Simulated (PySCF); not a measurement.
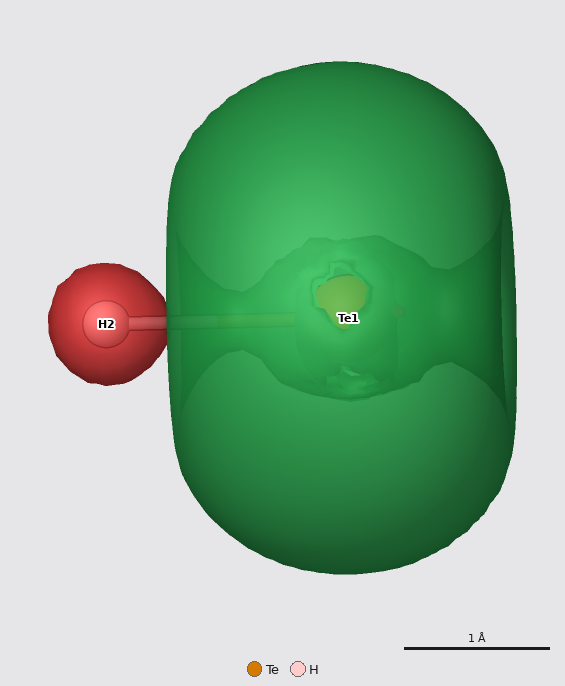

TeH (charge +1, triplet). Isosurfaces of the spin density (α minus β) at +0.03 (green) and −0.03 e/Å³ (red), seen from one side.

Core potentials replace the inner electrons of Te.

All numbers below come from PBE0/def2-SVPD, non-relativistic Hamiltonian with scalar-relativistic core potentials where named, at a bond length of 1.679 Å (PySCF).

```yaml
atoms:
  - { symbol: Te, position_ang: [0.0000, 0.0000, -0.0129] }
  - { symbol: H, position_ang: [0.0000, 0.0000, 1.6661] }
```

Question: Where is the unpaired spin?

Answer: The unpaired spin (2 electrons) lies mostly on Te1 (about 2.0), in electrons by Hirshfeld's partition.
